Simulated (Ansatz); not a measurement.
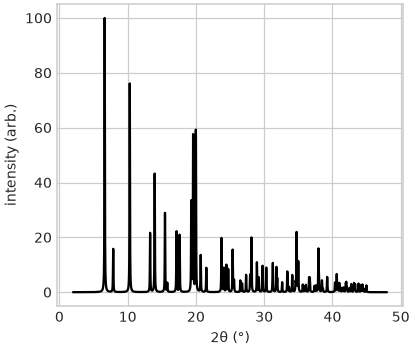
Simulated powder pattern, Mo Kα, λ = 0.71073 Å

The pattern belongs to a structure relaxed with PBE+D3(BJ) in the plane-wave PAW code Ansatz.

### Question
Which of these materials gives this?
A) Lu, hcp (Mg type)
B) W, bcc (W type)
C) Si12W, P6/mmm (W on 1a, Si on 12n)
D) Rh, fcc (Cu type)

### Answer
C, Si12W, P6/mmm (W on 1a, Si on 12n)

The start of the workflow was typed in or built on a structure type; neither database checked (COD, Materials Project) lists it. Whether it is the stable phase at ambient conditions was not checked. The PBE+D3(BJ) relaxation kept the symmetry of its start; whether a distortion lowers the energy is not shown. The run is not spin-polarised. Its formation energy is positive at this level, so the cell may be metastable or incomplete. Scalar-relativistic: spin–orbit coupling is off unless named, which matters more the heavier the elements.

Potentials: the earlier of the program's two PAW sets.
